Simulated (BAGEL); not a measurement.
**[HO2]− (hydroperoxide(1-)) at HF/6-31G(d) (density fitting with cc-pvqz-jkfit, spherical functions)**

Aim: the vertical ionisation energy of [HO2]− (hydroperoxide(1-)) at HF/6-31G* (density fitting with cc-pvqz-jkfit, spherical functions), from 2 runs. 

The calculation is run with BAGEL 1.2.2.

## Step 1: The system as given

[HO2]− has 3 atoms, charge -1, and is taken as a singlet. SMILES: `[O-]O`. The shape is that of a PBE0-D4/def2-TZVPD optimisation.

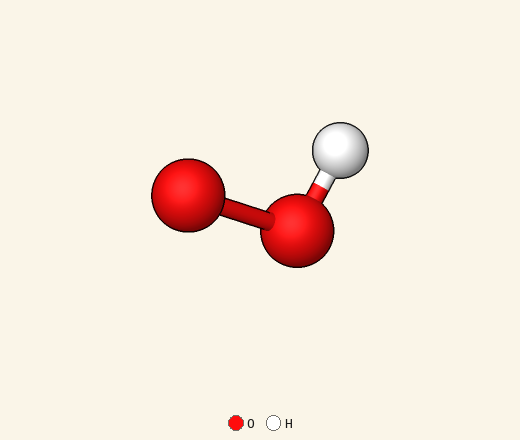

Viewed from a chosen angle; oxygen red, hydrogen white.

## Step 2: A single-point energy at HF/6-31G(d) (density fitting with cc-pvqz-jkfit, spherical functions)

The input, input.json:

```json
{ "bagel": [

{
  "title": "molecule",
  "basis": "6-31gs.json",
  "df_basis": "cc-pvqz-jkfit",
  "angstrom": true,
  "geometry": [
    { "atom": "O", "xyz": [      -0.357760,       1.025590,      -0.080830 ] },
    { "atom": "O", "xyz": [      -0.242260,      -0.445880,      -0.180750 ] },
    { "atom": "H", "xyz": [       0.600030,      -0.579720,       0.261570 ] }
  ]
},

{ "title": "hf", "charge": -1 },

{ "title": "print", "file": "orbitals.molden", "orbitals": true }

]}
```

The basis set 6-31G* is read from a file made from the Basis Set Exchange's data (not shown).

The run is started by

```sh
$ BAGEL_NUM_THREADS=1 BAGEL input.json > input.out
```

Standard output:

```text
* using 1 threads per process

  ===============================================================
  ===============================================================

  *** Geometry ***

  { "atom" : "O", "xyz" : [     -0.676068,      1.938084,     -0.152747 ] },
  { "atom" : "O", "xyz" : [     -0.457805,     -0.842591,     -0.341568 ] },
  { "atom" : "H", "xyz" : [      1.133892,     -1.095512,      0.494296 ] },

  Number of auxiliary basis functions:      263

  Since a DF basis is specified, we compute 2- and 3-index integrals:
    o Being stored without compression. Storage requirement is 0.002 GB

  Number of basis functions:       30
  Number of electrons      :       17

    * METHOD: MOLECULE                             0.03

  *** RHF ***

  === Nuclear Repulsion ===
    29.5270672001

      * DIIS with orbital gradients will be used.

  === RHF iteration (6-31gs.json) ===
      0       -149.96251665          0.04064700           0.00
      1       -150.08837812          0.01843746           0.00
      2       -150.12158366          0.00286594           0.00
      3       -150.12264278          0.00121638           0.00
      4       -150.12283070          0.00056030           0.00
      5       -150.12287183          0.00013209           0.00
      6       -150.12287555          0.00003136           0.00
      7       -150.12287579          0.00001344           0.00
      8       -150.12287585          0.00000782           0.00
      9       -150.12287587          0.00000395           0.00
     10       -150.12287588          0.00000104           0.00
     11       -150.12287588          0.00000040           0.00
     12       -150.12287588          0.00000018           0.00
     13       -150.12287588          0.00000005           0.00
     14       -150.12287588          0.00000001           0.00
     15       -150.12287588          0.00000000           0.00
    * SCF iteration converged.

    * Permanent dipole moment:
           (   -0.642721,     0.662984,    -0.275542) a.u.

    * METHOD: HF                                   0.06

    * METHOD: PRINT                                0.00

  ===============================================================
```

Run time: 0.22 s. Hardware: 1 thread of Arm Neoverse V2, shared host.

## Step 3: Doublet neutral HO2

The input, hf.json:

```json
{ "bagel" : [

{
  "title" : "molecule",
  "basis" : "6-31gs.json",
  "df_basis" : "cc-pvqz-jkfit",
  "angstrom" : true,
  "geometry" : [
    { "atom" : "O", "xyz" : [      -0.357760,       1.025590,      -0.080830 ] },
    { "atom" : "O", "xyz" : [      -0.242260,      -0.445880,      -0.180750 ] },
    { "atom" : "H", "xyz" : [       0.600030,      -0.579720,       0.261570 ] }
  ]
},

{ "title" : "uhf", "nopen" : 1 },

{ "title" : "print", "file" : "orbitals.molden", "orbitals" : true }

]}
```

The basis set 6-31G* is read from a file made from the Basis Set Exchange's data (not shown).

The run is started by

```sh
$ BAGEL_NUM_THREADS=1 BAGEL hf.json > hf.out
```

Standard output:

```text
* using 1 threads per process

  ===============================================================
  ===============================================================

  *** Geometry ***

  { "atom" : "O", "xyz" : [     -0.676068,      1.938084,     -0.152747 ] },
  { "atom" : "O", "xyz" : [     -0.457805,     -0.842591,     -0.341568 ] },
  { "atom" : "H", "xyz" : [      1.133892,     -1.095512,      0.494296 ] },

  Number of auxiliary basis functions:      263

  Since a DF basis is specified, we compute 2- and 3-index integrals:
    o Being stored without compression. Storage requirement is 0.002 GB

  Number of basis functions:       30
  Number of electrons      :       17

    * METHOD: MOLECULE                             0.03

  *** Open-shell HF ***

  === Nuclear Repulsion ===
    29.5270672001

      * DIIS with orbital gradients will be used.

  === UHF iteration (6-31gs.json) ===
      0       -150.07297330          0.04485419           0.01
      1       -150.12509169          0.01837467           0.01
      2       -150.13631574          0.01133604           0.01
      3       -150.14186464          0.00705079           0.01
      4       -150.14508596          0.00494499           0.01
      5       -150.14969312          0.00222027           0.01
      6       -150.15094971          0.00053357           0.01
      7       -150.15121079          0.00013097           0.01
      8       -150.15140522          0.00008123           0.01
      9       -150.15161808          0.00008313           0.01
     10       -150.15169988          0.00007449           0.01
     11       -150.15175574          0.00007090           0.01
     12       -150.15185252          0.00007578           0.01
     13       -150.15167466          0.00008849           0.01
     14       -150.15200819          0.00007334           0.01
     15       -150.15234686          0.00009933           0.01
     16       -150.15233312          0.00011996           0.01
     17       -150.15235741          0.00004498           0.01
     18       -150.15235944          0.00009033           0.01
     19       -150.15261829          0.00008944           0.01
     20       -150.15271337          0.00012084           0.01
     21       -150.15272413          0.00002865           0.01
     22       -150.15272942          0.00001319           0.01
     23       -150.15272606          0.00002298           0.01
     24       -150.15272963          0.00000436           0.01
     25       -150.15272958          0.00000168           0.01
     26       -150.15272963          0.00000140           0.01
     27       -150.15272959          0.00000143           0.01
     28       -150.15272959          0.00000142           0.01
     29       -150.15272960          0.00000138           0.01
     30       -150.15272966          0.00000064           0.01
     31       -150.15272967          0.00000022           0.01
     32       -150.15272967          0.00000012           0.01
     33       -150.15272967          0.00000005           0.01
     34       -150.15272967          0.00000001           0.01
     35       -150.15272967          0.00000001           0.01
    * SCF iteration converged.

    * S^2 (UHF) is 0.8525

    * Permanent dipole moment:
           (   -0.672636,     0.218390,    -0.340906) a.u.

    * METHOD: UHF                                  0.22

    * METHOD: PRINT                                0.00

  ===============================================================
```

It took 0.38 s on 1 thread of Arm Neoverse V2, shared host.

## Step 4: Summary of results

Level: HF/6-31G* (density fitting with cc-pvqz-jkfit, spherical functions).

```
                                                             quantity          value
                                         singlet [HO2]−: total energy  -150.12288 Eh
                                          singlet [HO2]−: HOMO energy       -1.74 eV
                                          singlet [HO2]−: LUMO energy       13.19 eV
singlet [HO2]−: HOMO–LUMO gap (to an unbound level, set by the basis)       14.93 eV
                                    doublet neutral HO2: total energy  -150.15273 Eh
                                   doublet neutral HO2: dipole moment         2.00 D
                                            doublet neutral HO2: ⟨S²⟩          0.853
                  vertical detachment energy (to the doublet neutral)      -0.812 eV
```

In words: The species is unbound against losing an electron at this level, by 0.81 eV (−78.4 kJ/mol); missing correlation or diffuse functions can give that sign where the real anion is bound. ⟨S²⟩ (doublet neutral HO2) is 0.85 where a pure doublet has 0.75: the reference is spin-contaminated.
